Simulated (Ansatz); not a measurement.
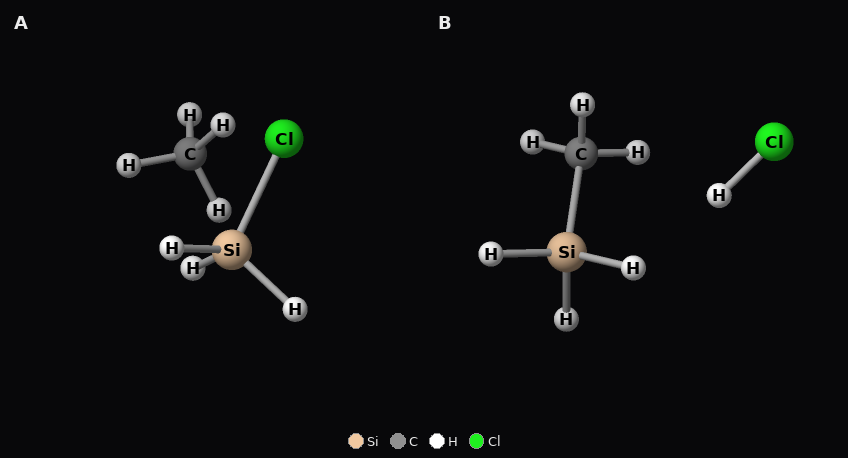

2 stationary structures of one formula. Geometries: PBE0-D4/def2-TZVP. Electronic energies: CCSD(T)/CBS (MP2 limit from def2-TZVPP and def2-QZVPP plus CCSD(T) − MP2) (Ansatz 0.2.0), without zero-point energy. No frequency run is at hand to confirm each as a minimum. Each is one conformer, not always the lowest.

### Which is lowest in energy, and by how much?

A is lowest; B lies 0.998 eV above it (a minimum).

Give E(B) − E(A) in eV at these levels too: RHF-MP2 (frozen core)/def2-QZVPP; ωB97X-V/def2-TZVPP; SPW92 (LDA)/def2-TZVPP; BHLYP-D4/def2-TZVPP; B97M-V/def2-TZVPP; PBE-QIDH (frozen core)/def2-TZVPP; direct RPA on PBE orbitals (frozen core)/def2-TZVPP; B2PLYP (frozen core)/def2-TZVPP.

```
                                              level  E(B) − E(A) (eV)
                   RHF-MP2 (frozen core)/def2-QZVPP            +1.024
                                 ωB97X-V/def2-TZVPP            +0.993
                             SPW92 (LDA)/def2-TZVPP            +0.808
                                BHLYP-D4/def2-TZVPP            +1.040
                                  B97M-V/def2-TZVPP            +0.989
                  PBE-QIDH (frozen core)/def2-TZVPP            +0.996
direct RPA on PBE orbitals (frozen core)/def2-TZVPP            +0.953
                    B2PLYP (frozen core)/def2-TZVPP            +1.017
```
